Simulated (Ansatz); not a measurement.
# What KSrH3 (model cell, started as cubic perovskite with Sr in the octahedra) distorts into, part 3 of 3

Which phase does KSrH3 (model cell, started as cubic perovskite with Sr in the octahedra) fall into along its unstable mode, and how much energy does it gain?

Ansatz 0.2.0; DFT PBEsol, scalar-relativistic, plane waves, PAW; PAW set soft_1.

So far. Step 5 (Energy along the mode, all amplitudes (two of the runs …): The lowest of the steps tried is the last one, at 0.6 Å, 20.9 meV/atom below the parent; the bottom of the well need not coincide with a step. Step 7 (The new phase in its own primitive cell): The largest force component left is 0.26 meV/Å and the pressure is 0.000 GPa, within the tolerances set. The cell now holds 20.24 Å³/atom. The relaxed cell has a, b, c = 6.604, 9.334, 6.567 Å (conventional setting).

The structure was built from a prototype and need not be the compound's stable phase.

## 8. Modes of the new phase, k-mesh 6×6×6

A relaxed structure may still be a saddle point, so its zone-centre modes are computed. The response to a homogeneous field gives the Born charges and the dielectric tensor.

Contents of input.yaml:

```yaml
crystal:
  lattice:
    - [-3.3018157276, 4.666919068, 3.283330979]
    - [3.3018157276, -4.666919068, 3.283330979]
    - [3.3018157276, 4.666919068, -3.283330979]
  atoms:
    - { symbol: K, position: [0.2275449409, 0.9775449409, 0.25] }
    - { symbol: K, position: [0.7724550591, 0.0224550591, 0.75] }
    - { symbol: Sr, position: [0.5, 0.5, 0.0] }
    - { symbol: Sr, position: [0.0, 0.5, 0.5] }
    - { symbol: H, position: [0.3599498269, 0.6099498269, 0.75] }
    - { symbol: H, position: [0.6400501731, 0.3900501731, 0.25] }
    - { symbol: H, position: [0.1857869619, 0.0, 0.6857869619] }
    - { symbol: H, position: [0.8142130381, 0.0, 0.3142130381] }
    - { symbol: H, position: [0.8142130381, 0.5, 0.8142130381] }
    - { symbol: H, position: [0.1857869619, 0.5, 0.1857869619] }
kpoints:
  mp_grid: { grid: [6, 6, 6] }
hamiltonian:
  xc: pbesol
  pseudopotentials: { kind: paw, azcp: { folder: soft_1 }, xc_functional: pbe }
scf:
  occupations: { method: fixed }
output:
  eigenvalues: true
phonons:
  method: dfpt
  dielectric: true
  rigid_motions: translations
```

Command:

```sh
> ansatz run input.yaml --threads 4 --pin off --max-ram 16384MiB --backend cpu --events-out ev --progress --plain --runs-dir out
```

Numbers of over 12 decimals in the logs are rounded to 6 here.

Output:

```text
[...]
Crystal: 10 atoms, lattice volume = 202.375 Å³
Basis set: ecut = 420 eV, 3879 PW (Γ), exchange–correlation on 96×96×96 points (8 copies of the dense FFT grid, shifted against one another)
Bands: 32, of which v1, the nominal top of the filled ones, is band 22 counted from 1 (21 counted from 0)
Symmetry: 8 space group operations
k-points: 112 of 216 (irreducible under 1 space group operation, time reversal used)
[...]
SCF iter   1: F=—  HF=-10115.684262 eV  |F-HF|=—  |Δ(HF+E_count)|=         —  Δρ=4.76e-2  dr2=6.06e0  ethr=3.10e-3  ⟨swp⟩=5.8  Hψ=14629  notcnv=0  defer=774
[...]
SCF iter  10: F=-10113.687007 eV  HF=-10113.687007 eV  |F-HF|=1.27e-11  |Δ(HF+E_count)|=  6.78e-10  Δρ=7.13e-8  dr2=1.42e-11  ethr=1.00e-12  ⟨swp⟩=20.9  Hψ=34000  notcnv=0
SCF 1 converged in 10 iterations: F = -10113.687007 eV  dr2 = 1.42e-11
[...]
NSCF: frozen V_eff on 5 k-points
DFPT response loops at Γ: preconditioner auto → Resta (q_TF=auto, 2.116 Å⁻¹)  ε∞=5.0 (no band partly filled); β = 1.00, the filter's whole step (`scf.mixing.beta` (0.50) is not read by the response loops at its default; to damp them type it under 1.00, their step now; it binds the ground state too); Broyden in place of MSR1
── the response to a field inside a basis, on 6×6×6 k-points: an SCF that follows is theirs, and a resumed run solves both again ──
Bands: 23, of which v1, the nominal top of the filled ones, is band 22 counted from 1 (21 counted from 0)
k-points: 45 of 216
[...]
Eigensolver: Dense (45 Hₖ)
SCF iter   1: F=—  HF=-10113.673278 eV  |F-HF|=—  |Δ(HF+E_count)|=         —  Δρ=1.19e-4  dr2=8.08e-6  ethr=1.00e-1
[...]
SCF iter   3: F=-10113.673287 eV  HF=-10113.673287 eV  |F-HF|=5.16e-8  |Δ(HF+E_count)|=   3.02e-6  Δρ=5.13e-6  dr2=5.46e-8  ethr=4.78e-9
SCF 1 converged in 3 iterations: F = -10113.673287 eV  dr2 = 5.46e-8
[...]
SCF converged after 10 iterations
Free energy (F): -10113.687007 eV
[...]
Internal energy: -10113.687007 eV  (E = F + TS)
E sigma→0 (E₀):  -10113.687007 eV
Fermi energy:    2.085189 eV
[...]
--- Band table (eV; the first three rows and the last of 112) ---
  k-point 0: bands = [... 18 lower, 1.2340, 1.9333, 1.9729, 2.0852, 5.4275, 5.4862, 5.4929, 7.8594, ... 6 higher]
  k-point 1: bands = [... 18 lower, 1.2847, 1.7544, 1.8732, 1.9961, 5.4514, 5.5342, 5.6041, 7.6800, ... 6 higher]
  k-point 2: bands = [... 18 lower, 1.3483, 1.4230, 1.7149, 1.8342, 5.5130, 5.8227, 5.9332, 6.7777, ... 6 higher]
  k-point 111: bands = [... 18 lower, 1.1269, 1.4019, 1.7361, 1.7657, 4.5148, 6.3030, 6.5646, 6.9244, ... 6 higher]
--- Phonons (Γ-DFPT): 12 representative perturbations + reference, on 112 of 216 k-points (Σ response iterations 44) ---
  k mesh reduced under 1 symmetry operation, with k and −k counted as one. Each operation leaves every solved perturbation unchanged. A smaller set is not considered because the run solves the response to a homogeneous field
  ASR residual: 1.297e-4 → 0.000e0 eV/Å²; symmetrization residual: 3.464e-7 eV/Å²
  ASR residual per site (eV/Å²): 1.91e-5 1.91e-5 1.30e-4 1.30e-4 1.01e-5 1.01e-5 1.13e-5 1.13e-5 1.13e-5 1.13e-5
  Γ frequencies (cm⁻¹): -115.40 0.00 0.00 0.00 55.38 93.22 101.72 106.38 108.98 125.48 127.21 128.00 155.00 191.10 309.61 357.51 391.09 414.79 434.75 497.44 547.49 600.90 619.91 685.96 941.00 997.10 1019.34 1033.63 1064.28 1178.87
  ε∞ (high-frequency dielectric tensor):
        3.139718     0.000000     0.000000
        0.000000     3.134933    -0.000000
        0.000000    -0.000000     3.155482
  softest optical mode at Γ: -115.40 cm⁻¹; the repairs (sum rule, projections) moved no ω² at Γ by more than (2.54 cm⁻¹)²
  Born effective charges Z* (e; rows j = field, columns β = displacement):
    site 0:
         1.11294    0.00000   -0.00000
         0.00000    1.03853   -0.00000
         0.00000   -0.00000    1.07804
    site 1:
         1.11294    0.00000   -0.00000
         0.00000    1.03853   -0.00000
         0.00000   -0.00000    1.07804
    site 2:
         1.82266   -0.00000    0.00000
        -0.00000    1.91105   -0.00305
         0.00000    0.06721    1.84969
    site 3:
         1.82266   -0.00000   -0.00000
        -0.00000    1.91105    0.00305
        -0.00000   -0.06721    1.84969
    site 4:
        -0.91342    0.00000    0.00000
         0.00000   -1.13719   -0.00000
         0.00000   -0.00000   -0.93711
    site 5:
        -0.91342    0.00000    0.00000
         0.00000   -1.13719   -0.00000
         0.00000   -0.00000   -0.93711
    site 6:
        -1.01109    0.00000   -0.11733
         0.00000   -0.90620   -0.00000
        -0.11908   -0.00000   -0.99531
    site 7:
        -1.01109    0.00000   -0.11733
         0.00000   -0.90620   -0.00000
        -0.11908   -0.00000   -0.99531
    site 8:
        -1.01109    0.00000    0.11733
         0.00000   -0.90620   -0.00000
         0.11908   -0.00000   -0.99531
    site 9:
        -1.01109    0.00000    0.11733
         0.00000   -0.90620   -0.00000
         0.11908   -0.00000   -0.99531
  Z* charge neutrality: 6.317e-3 e pre-enforcement
  solved inside a basis spanned on kpoints, on 6×6×6 k-points, its susceptibility summed on 8×8×8: ε∞ is read to err by 7.9e-3, Z* by 1.2e-2 e (field_mesh: kpoints solves on kpoints); Z* is corrected for what the basis lacks
  optical modes at Γ without the LO–TO term, one row a degenerate level:
      ω (cm⁻¹)  modes    IR ((D/Å)²/amu)
       -115.40      1            21.2529
         55.38      1             0.0000
         93.22      1             0.0000
        101.72      1             1.2720
        106.38      1             0.0000
        108.98      1             0.6058
        125.48      1             0.0000
[...]
optical modes at Γ + LO–TO along q̂ = [1.0000, 0.0000, 0.0000]:
      ω (cm⁻¹)  modes    IR ((D/Å)²/amu)
[...]
optical modes at Γ + LO–TO along q̂ = [0.0000, 1.0000, 0.0000]:
      ω (cm⁻¹)  modes    IR ((D/Å)²/amu)
[...]
optical modes at Γ + LO–TO along q̂ = [0.0000, 0.0000, 1.0000]:
      ω (cm⁻¹)  modes    IR ((D/Å)²/amu)
[...]
497.44      1             0.0000
        498.93      1             3.1070
        600.90      1             0.0000
        619.91      1             0.0000
        685.96      1             0.0000
        695.71      1            51.2161
        941.00      1            45.5962
        997.10      1             0.0000
       1019.34      1            50.9133
       1064.28      1             0.0000
       1129.36      1            80.9460
       1178.87      1             0.0000
```

Run time: 6.6 min. Hardware: 4 threads of Arm Neoverse V1, shared host; peak memory 3 GiB; 25 min of CPU time.

This step gave:

| Item | Value |
| --- | --- |
| sum-rule residual before enforcement | 1.30e-4 eV/Å² |
| miss of the charge sum rule | 0.006317 e |
| estimated error of the dielectric tensor | 0.007878 |
| estimated error of the Born charges | 0.01249 e |
| point group | mmm |
| highest optical mode at the zone centre (no LO-TO term) | 1179 cm⁻¹ |
| lowest optical zone-centre mode | -115.4 cm⁻¹ |
| mean high-frequency dielectric constant | 3.143 |
| largest Born charge (third of the trace) | 1.861 e |
| top of the zone-centre spectrum with the field | 1179 cm⁻¹ |

Without the LO-TO term. Patterns of degenerate modes are one choice out of their space. The modes at Γ (shares of kinetic energy by element, %) (negative means imaginary):

| mode | frequency (cm⁻¹) | symmetry | K % | Sr % | H % |
| --- | --- | --- | --- | --- | --- |
| 1 | -115.4 | B3u | 30 | 9 | 62 |
| 2 | 0.0 | acoustic | 30 | 68 | 2 |
| 3 | 0.0 | acoustic | 30 | 68 | 2 |
| 4 | 0.0 | acoustic | 30 | 68 | 2 |
| 5 | 55.4 | B2g | 96 | 0 | 4 |
| 6 | 93.2 | B3g | 100 | 0 | 0 |
| 7 | 101.7 | B2u | 70 | 30 | 1 |
| 8 | 106.4 | Ag | 100 | 0 | 0 |
| 9 | 109.0 | B1u | 48 | 52 | 0 |
| 10 | 125.5 | Au | 0 | 99 | 1 |
| 11 | 127.2 | B1u | 21 | 78 | 0 |
| 12 | 128.0 | B2u | 0 | 99 | 1 |
| 13 | 155.0 | B3u | 40 | 21 | 39 |
| 14 | 191.1 | B1g | 0 | 0 | 100 |
| 15 | 309.6 | B2g | 3 | 0 | 97 |
| 16 | 357.5 | B3u | 0 | 2 | 98 |
| 17 | 391.1 | Au | 0 | 1 | 99 |
| 18 | 414.8 | B2u | 0 | 3 | 97 |
| 19 | 434.8 | B1u | 0 | 1 | 99 |
| 20 | 497.4 | Ag | 0 | 0 | 100 |
| 21 | 547.5 | B1u | 0 | 1 | 99 |
| 22 | 600.9 | B3g | 0 | 0 | 100 |
| 23 | 619.9 | B2g | 0 | 0 | 100 |
| 24 | 686.0 | Ag | 0 | 0 | 100 |
| 25 | 941.0 | B2u | 0 | 1 | 99 |
| 26 | 997.1 | B3g | 0 | 0 | 100 |
| 27 | 1019.3 | B3u | 0 | 1 | 99 |
| 28 | 1033.6 | B1u | 0 | 1 | 99 |
| 29 | 1064.3 | B1g | 0 | 0 | 100 |
| 30 | 1178.9 | B3g | 0 | 0 | 100 |

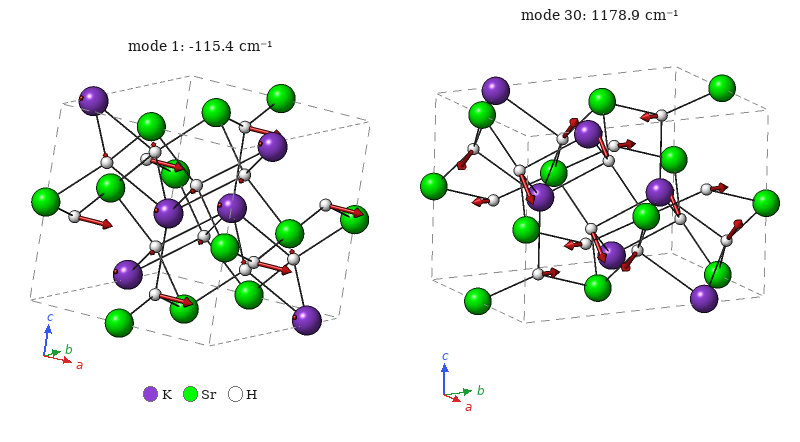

Displacement patterns of modes 1 and 30 at Γ; arrows are exaggerated. Some periodic images of atoms are drawn too.

Optical modes at the zone centre, without and with the macroscopic field of the longitudinal modes; each column is sorted by frequency, so a row need not hold one and the same mode. Modes with and without the field, by row:

| rank among optical modes | no field (cm⁻¹) | q along (1, 0, 0) (cm⁻¹) | q along (0, 1, 0) (cm⁻¹) | q along (0, 0, 1) (cm⁻¹) |
| --- | --- | --- | --- | --- |
| 1 | -115.4 | 55.4 | -115.4 | -115.4 |
| 2 | 55.4 | 76.8 | 55.4 | 55.4 |
| 3 | 93.2 | 93.2 | 93.2 | 93.2 |
| 4 | 101.7 | 101.7 | 106.4 | 101.7 |
| 5 | 106.4 | 106.4 | 107.4 | 106.4 |
| 6 | 109 | 109 | 109 | 112.4 |
| 7 | 125.5 | 125.5 | 125.5 | 125.5 |
| 8 | 127.2 | 127.2 | 127.2 | 127.6 |
| 9 | 128 | 128 | 131.8 | 128 |
| 10 | 155 | 183.1 | 155 | 155 |
| 11 | 191.1 | 191.1 | 191.1 | 191.1 |
| 12 | 309.6 | 309.6 | 309.6 | 309.6 |
| 13 | 357.5 | 391.1 | 357.5 | 357.5 |
| 14 | 391.1 | 414.8 | 391.1 | 391.1 |
| 15 | 414.8 | 434.8 | 434.8 | 414.8 |
| 16 | 434.8 | 497.4 | 497.4 | 497.4 |
| 17 | 497.4 | 547.5 | 547.5 | 498.9 |
| 18 | 547.5 | 574.9 | 600.9 | 600.9 |
| 19 | 600.9 | 600.9 | 619.9 | 619.9 |
| 20 | 619.9 | 619.9 | 636 | 686 |
| 21 | 686 | 686 | 686 | 695.7 |
| 22 | 941 | 941 | 997.1 | 941 |
| 23 | 997.1 | 997.1 | 1019 | 997.1 |
| 24 | 1019 | 1034 | 1034 | 1019 |
| 25 | 1034 | 1064 | 1055 | 1064 |
| 26 | 1064 | 1125 | 1064 | 1129 |
| 27 | 1179 | 1179 | 1179 | 1179 |

Born charge (rows field, columns displacement) (e), principal values of the symmetric part by kind of site:

| atom | atoms with these values | low | middle | high | mean |
| --- | --- | --- | --- | --- | --- |
| K1 | 2 | 1.04 | 1.08 | 1.11 | 1.08 |
| Sr3 | 2 | 1.82 | 1.84 | 1.92 | 1.86 |
| H5 | 2 | -1.14 | -0.94 | -0.91 | -1.00 |
| H7 | 4 | -1.12 | -0.91 | -0.88 | -0.97 |

In full for H5:

```
-0.91  0.00  0.00
 0.00 -1.14  0.00
 0.00  0.00 -0.94
```

High-frequency dielectric tensor:

```
3.14 0.00 0.00
0.00 3.13 0.00
0.00 0.00 3.16
```

Transverse modes; imaginary modes are left out. Lines of the infrared spectrum (strongest = 100):

| position (cm⁻¹) | relative intensity |
| --- | --- |
| 55 | 0.0 |
| 93 | 0.0 |
| 102 | 1.4 |
| 106 | 0.0 |
| 109 | 0.7 |
| 126 | 0.0 |
| 127 | 0.1 |
| 128 | 0.8 |
| 155 | 5.5 |
| 191 | 0.0 |
| 310 | 0.0 |
| 358 | 66 |
| 391 | 0.0 |
| 415 | 100 |
| 435 | 65 |
| 497 | 0.0 |
| 548 | 36 |
| 601 | 0.0 |
| 620 | 0.0 |
| 686 | 0.0 |
| 941 | 51 |
| 997 | 0.0 |
| 1019 | 57 |
| 1034 | 49 |
| 1064 | 0.0 |
| 1179 | 0.0 |

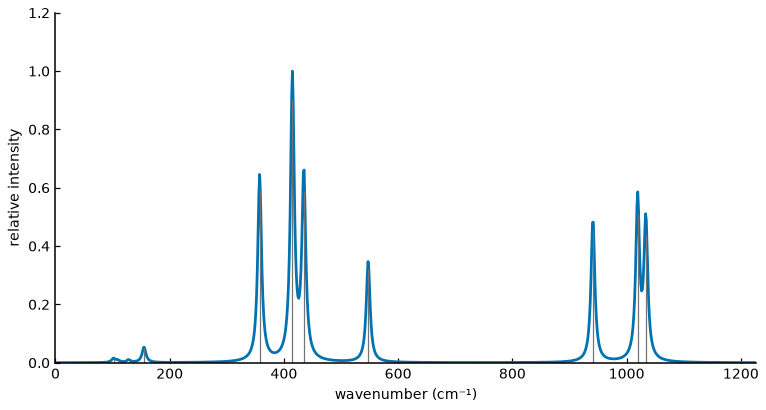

The infrared spectrum, broadened with Lorentzians of width 8 cm⁻¹; bars mark the lines.

Before it was imposed, the acoustic sum rule was missed by 1.3e-4 eV/Å² and the charge sum rule by 0.0063 e. Small misses are needed for a sound result but don't prove that mesh and cutoff are converged. The lowest optical mode is imaginary, 115.4i cm⁻¹, so the energy falls along it.

## 9. Summary of results

* unstable mode of the parent: q = (-0.5, -0.5, -0.5), 354i cm⁻¹
* depth at the lowest point sampled: 20.9 meV/atom
* largest atomic shift at that point: 0.6 Å
* space group reached (within 0.01 Å): Imma
* energy gained over the parent (first relaxation, on the mesh of the frozen mode): 28.5 meV/atom
* volume per atom, phase reached: 20.2 Å³
* gap on the k-mesh, phase reached: 2.43 eV
* lowest optical zone-centre mode, phase reached: -115 cm⁻¹
* highest optical mode at the zone centre (no LO-TO term), phase reached: 1179 cm⁻¹

What this shows: Along this mode the structure falls into Imma, 28.5 meV/atom below the parent. At the parent's cell the well is 20.92 meV/atom deep on the steps tried, with its lowest point at a shift of 0.6 Å. That is the last step tried, so the steps alone don't bracket the bottom of the well. Relaxing atoms and cell changes the gain by +7.61 meV/atom against the lowest step (energies at zero smearing). The new phase still has an imaginary mode at the zone centre of its cell, so it is a saddle point on the way to a lower structure. Of the 4 patterns followed to their end from this parent, this one reaches the lowest energy. Each path keeps the symmetry of its pattern, so a lower phase may lie along a pattern not tried. The PAW files were made for PBE and serve the other functionals too. The starting cell was built on a prototype and not taken from a measurement, so the phase need not exist.

[Logs are printed without paths, hosts, clocks, repeated set-up lines and the standing remarks that a program may print on its own settings, such as how far it seeks lower states.]

[Hosts, paths, dates, database ids (printed as entryN), source tags and the programs' standing remarks are cut or masked in the printed files.]
